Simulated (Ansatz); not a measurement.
CH₂FI: several calculations on one system

**1. Relaxation**

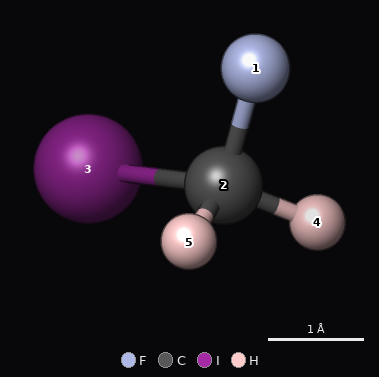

CH2FI (coarse preliminary run), before the relaxation. A ball-and-stick model, seen from a free direction.

Theory: RKS PBE-D4/def2-SVP (Ansatz 0.2.0).

Input
```yaml
crystal:
  periodic: [false, false, false]
  atoms:
    - {symbol: F, position_ang: [1.179000, 0.678400, -0.188500]}
    - {symbol: C, position_ang: [0.093000, -0.113100, 0.097300]}
    - {symbol: I, position_ang: [-1.659000, 0.595000, -0.883300]}
    - {symbol: H, position_ang: [0.449900, -1.104000, -0.235000]}
    - {symbol: H, position_ang: [-0.012900, -0.129900, 1.168100]}
basis:
  gaussian: {orbitals: def2-SVP}
hamiltonian: {xc: pbe, dispersion: d4}
relax: {f_tol: 0.03, max_steps: 250}
```

Q: Where does the relaxation end?

A: The optimiser took 5 steps. The largest move after the best rigid fit is that of H4, 0.097 Å. By element the largest moves are H 0.097 Å, C 0.089 Å, F 0.054 Å, I 0.042 Å. Near-neighbour distances that change, for instance: C2–I3 2.129 → 2.195 Å, C2–H5 1.076 → 1.108 Å, F1–C2 1.374 → 1.352 Å. Bond angles that change, for instance: I3–C2–H4 115.2° → 105.3°, F1–C2–H4 101.5° → 111.1°, I3–C2–H5 112.5° → 105.3°.

Final geometry:

```xyz
5

F     1.2140    0.7175   -0.1750
C     0.1811   -0.1086    0.1053
I    -1.6660    0.5538   -0.8779
H     0.3693   -1.1292   -0.2832
H    -0.0484   -0.1072    1.1894
```

The end point in the same view:

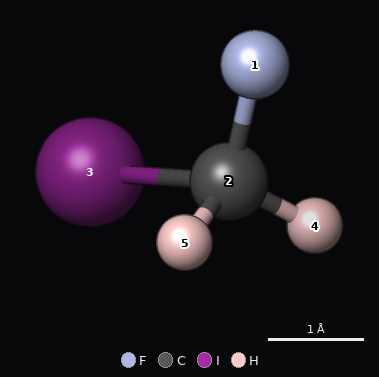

**2. Relaxation**

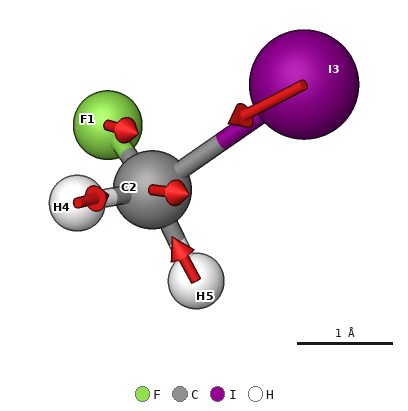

This is a relaxation of CH₂FI. The starting structure is drawn; red arrows show the displacements, 30 times their true length. The two geometries are superimposed by the best rigid fit.

A ball-and-stick model, seen from a free direction.

Computed with RKS PBE0-D4/def2-TZVP in Ansatz. Settings: force threshold 0.005 eV/Å; at most 200 steps.

### Which element moves most?

Iodine: up to 0.037 Å, against 0.021 Å for carbon.

### What happened in the run?

I3 moves most after the best rigid fit: 0.037 Å. By element the largest moves are I 0.037 Å, C 0.021 Å, F 0.019 Å, H 0.018 Å. Some distances before and after: C2–I3 2.195 → 2.142 Å, C2–H4 1.108 → 1.088 Å. Over 5 geometry steps the energy falls by 3.18 kJ/mol. Largest force component: 0.65 eV/Å at the start, 0.00051 eV/Å at the end. The run took about 17 core-seconds on a shared host.

**3. Scan**

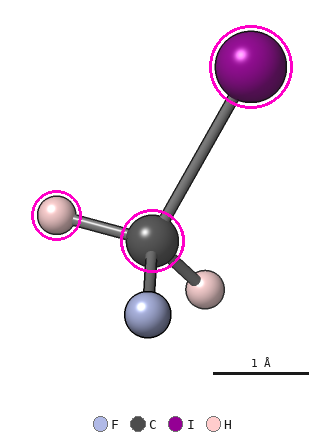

Energy scan for CH₂FI, in which the I3–C2–H5 angle is varied, with the rest of the molecule carried along rigidly. The picture shows the minimum geometry. The ringed atoms are those of the scanned coordinate. The picture is a ball-and-stick view, seen onto the plane of the angle, with a slight tilt.

Computed with Ansatz: PBE-D4, CCSD(T), basis def2-TZVPP, on geometries moved rigidly from the minimum at PBE0-D4/def2-TZVP. Coupled cluster with a frozen core. Elements past krypton carry the basis set's effective core potentials. Energies are counted from the PBE0-D4/def2-TZVP minimum geometry at the same level.

Input
```yaml
crystal:
  periodic: [false, false, false]
  atoms:
    - {symbol: F, position_ang: [1.196254, 0.710859, -0.175539]}
    - {symbol: C, position_ang: [0.160617, -0.114144, 0.103400]}
    - {symbol: I, position_ang: [-1.632294, 0.547931, -0.864187]}
    - {symbol: H, position_ang: [0.368116, -1.111996, -0.277239]}
    - {symbol: H, position_ang: [-0.042693, -0.106249, 1.172163]}
basis:
  gaussian: {orbitals: def2-TZVPP}
hamiltonian: {xc: pbe, dispersion: d4}
```

### Give the energy at each point (the angle: 76.6, 84.1, 91.6, 99.1, 106.6, 114.1, 121.6, 129.1, 136.6°).

Energies in kcal/mol.

| angle (°) | PBE-D4 | CCSD(T) |
| --- | --- | --- |
| 76.6 | 18.8 | 20.3 |
| 84.1 | 10.2 | 11.2 |
| 91.6 | 4.4 | 4.9 |
| 99.1 | 1.0 | 1.2 |
| 106.6 | 0.0 | 0.0 |
| 114.1 | 1.2 | 1.1 |
| 121.6 | 4.7 | 4.6 |
| 129.1 | 10.4 | 10.5 |
| 136.6 | 18.5 | 18.9 |

With PBE-D4: of the computed points the lowest is at the angle 106.6°, 0.0 kcal/mol. At the ends of the scan the energy is 18.8 kcal/mol (76.6°) and 18.5 kcal/mol (136.6°). The curvature at the lowest point is about 5.7 eV/rad². At 76.6° the levels give PBE-D4 18.8 kcal/mol, CCSD(T) 20.3 kcal/mol.

The computed profile:

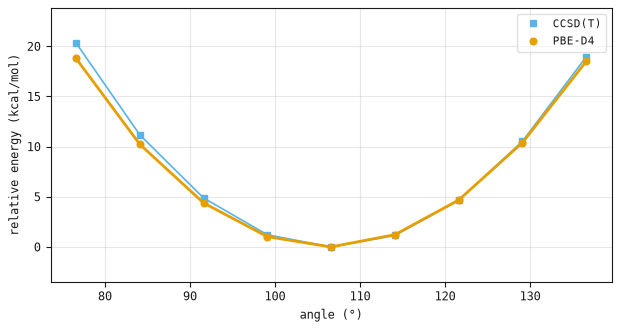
